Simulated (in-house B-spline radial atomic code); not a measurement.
Theory: non-relativistic LDA (Slater, PW92), spin-polarised, spherical fractional occupations, point nucleus, basis-set limit (computed with an in-house B-spline radial code). The occupation of the 6p shell is varied from Pb⁺ ([Xe] 4f14 5d10 6s2 6p1 (high spin)) to Pb ([Xe] 4f14 5d10 6s2 6p2 (high spin)), with spherical fractional occupations. Wanted, and plotted below: the total energy less the straight line between the end points, and the eigenvalue of 6p↑ (the dashed line is minus the energy to take the whole electron out).

The curve is convex (below the straight line), with the largest deviation among the points computed, −0.78 eV, at 0.5. The end points differ by 7.25 eV, the energy to take the electron out. The eigenvalue, which is the slope of the energy (Janak's theorem), moves from −10.4 eV at 0 to −4.21 eV at 1; for a straight line it would stay constant, and a parabola would sag by an eighth of this change, scaled to a whole electron, 0.78 eV. Convexity is the mark of the delocalisation error, which puts fractional charges too low; for p, d and f shells the spherical spreading of the fraction adds to it.

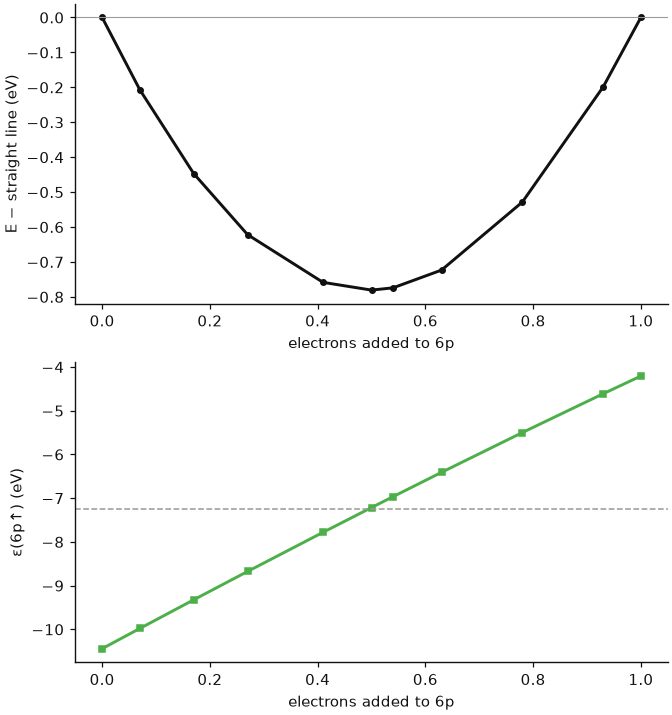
